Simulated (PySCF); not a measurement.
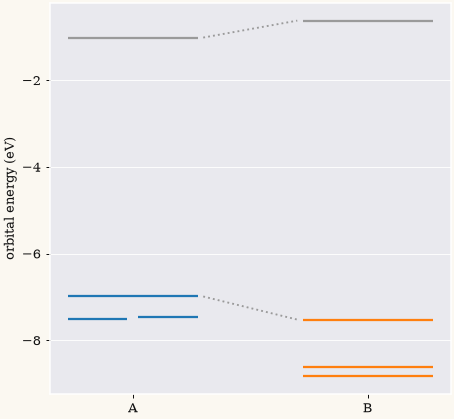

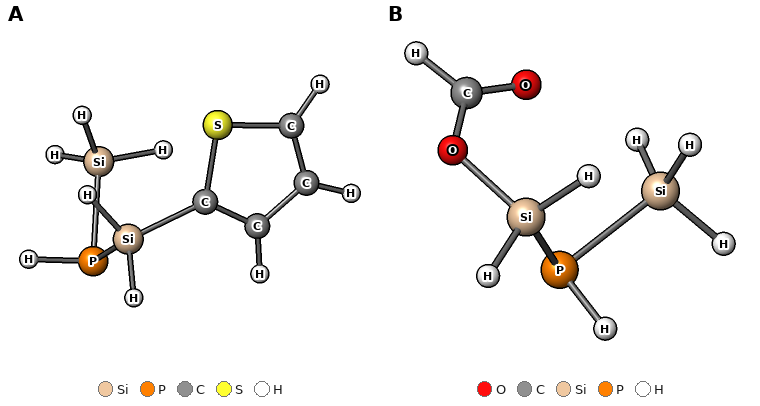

Related molecules: A is C₄H₉PSSi₂, SMILES [SiH3]P[SiH2]c1cccs1; B is CH₇O₂PSi₂, SMILES O=CO[SiH2]P[SiH3]. Frontier orbital energies, PBE0/def2-SVPD, PySCF, at a PBE0-D3(BJ)/def2-SVP geometry (no frequency check); drawn are at most three filled levels and, in grey, the LUMO with any level within 0.03 eV of it; dotted lines join the HOMOs and the LUMOs.

Question: What does the change do to the frontier levels?

Answer: From A to B the HOMO falls by 0.53 eV and the LUMO rises by 0.39 eV, so the separation goes from 5.97 to 6.90 eV.

Question: Does the ΔSCF ionisation energy follow the HOMO?

Answer: A: −ε(HOMO) 6.99, ΔSCF 8.53 eV; B: −ε(HOMO) 7.52, ΔSCF 9.38 eV.

Caveats, for all or some of the runs: one conformer of a flexible molecule.
